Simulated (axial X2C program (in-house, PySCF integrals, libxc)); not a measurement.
## Relativistic diatomic calculation, with input and output: BaY

System: BaY, single determinant with Ω = 3/2.
Method: PW91, two-component X2C with atomic mean-field Coulomb and Gaunt terms, Ba dyall-v2z, Y dyall-v2z (cores contracted) (axial X2C program (in-house, PySCF integrals, libxc)).

## Input file
```
{"zs": [56, 39], "q": 0, "bas": ["dyall-v2z", "dyall-v2z"], "levels": ["PBE0", "HF", "PW91", "B97-3"], "cc": false, "r0": 3.59, "npts": 10, "nst": 2, "ntry": 6, "opt": {"maxit": 7}}
```

The line is the task of a batch: nuclear charges, charge, bases, the levels to run, a first guess of the distance and further settings. This report covers PW91 with spin-orbit coupling. The log is that of the reference distance 3.371 Å.

Launched within a batch (the task file carries these settings):
```bash
python <driver script> task.json out
```

## Log
```
two-component X2C + atomic mean field  PW91
basis functions 179  fitting functions 1028  grid points 5810
iter        total energy     max residual
   1     -11516.068051152     1.94e-01
   2     -11516.073480789     4.17e-03
   3     -11516.073712926     1.35e-02
   4     -11516.073882727     2.85e-03
   5     -11516.073921907     4.05e-03
   6     -11516.073958176     2.28e-03
   7     -11516.073963830     1.75e-03
   8     -11516.074002875     1.18e-03
   9     -11516.074030972     1.27e-03
  10     -11516.073870418     3.34e-03
  11     -11516.074074593     1.25e-03
  12     -11516.074107924     2.56e-04
  13     -11516.074120116     4.08e-04
  14     -11516.074136986     2.55e-04
NOT converged
one-electron -16454.04712522  Coulomb 4913.20270174  exact exchange 0.00000000  xc functional -311.35080664  nuclear repulsion 342.84278512  atomic mean-field constant -6.72169199
```

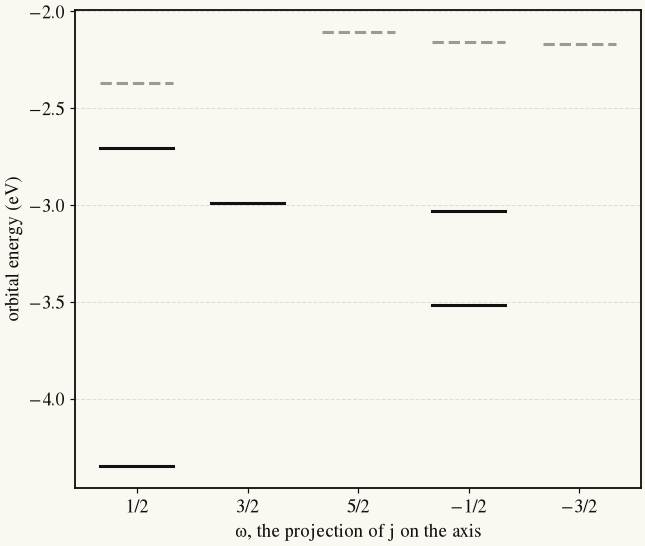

Figure 1. Orbital energies near the frontier at 3.37 Å, filled (solid) and empty (dashed). The highest filled spinor (1/2; 32 % Ba s, 23 % Ba p) lies at −2.71 eV, the lowest empty one (1/2; 46 % Y d, 33 % Ba d) at −2.37 eV.

## Outcome

| quantity | value |
| --- | --- |
| outcome | not converged |
| hardware | 1 thread of Arm Neoverse N1, 98 GiB of memory available, shared host |
| wall time | 10 s |
| peak memory | 0.42 GiB |

## What went wrong

One thing in this input was made wrong on purpose: few iterations (maxit = 7.0). The run did not meet its convergence test, so its last values are not results. Caveats: some points did not converge.
